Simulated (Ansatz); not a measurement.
Pulling on the C1–N2 bond in CH3N (SMILES C=N) (multiplicity 1 held, fragments rigid). Energies count from the point at 1.263 Å.
Geometry at that point (charge 0, multiplicity 1):
```xyz
5

C     -0.55740     0.17855     0.01045
N      0.60303    -0.31992    -0.01201
H     -1.41805    -0.49076     0.02134
H     -0.77859     1.25083     0.02016
H      1.31984     0.40806    -0.02013
```

Restricted levels (R-, RO-) in cc, def2 and unpolarised 6-31G sets keep to the state of the molecule at rest. Unrestricted levels (U-) break spin symmetry where that is lower. Curves can end on different states.

Correlated levels freeze the cores.

Run with Ansatz (Gaussian orbitals). Values without a source in brackets are computed.

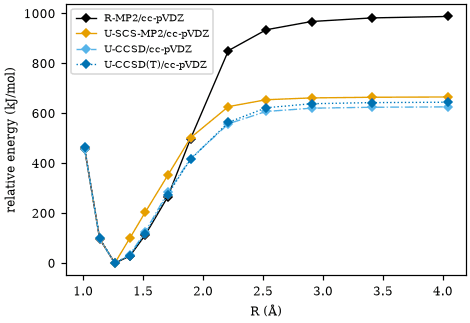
Fig. 1. Relative energy along the coordinate

Read off the U-SCS-MP2/cc-pVDZ curve at R = 1.389.

about 100 kJ/mol

Doubts at one or more of the structures used: a restricted determinant that unrestricted orbitals would lower (R-MP2/cc-pVDZ); a spin-contaminated determinant (U-SCS-MP2/cc-pVDZ, U-CCSD/cc-pVDZ, U-CCSD(T)/cc-pVDZ); T1 above 0.05 (U-CCSD/cc-pVDZ, U-CCSD(T)/cc-pVDZ); the program's own flag: large difference (U-CCSD/cc-pVDZ, U-CCSD(T)/cc-pVDZ).

Ansatz is an electronic-structure program.
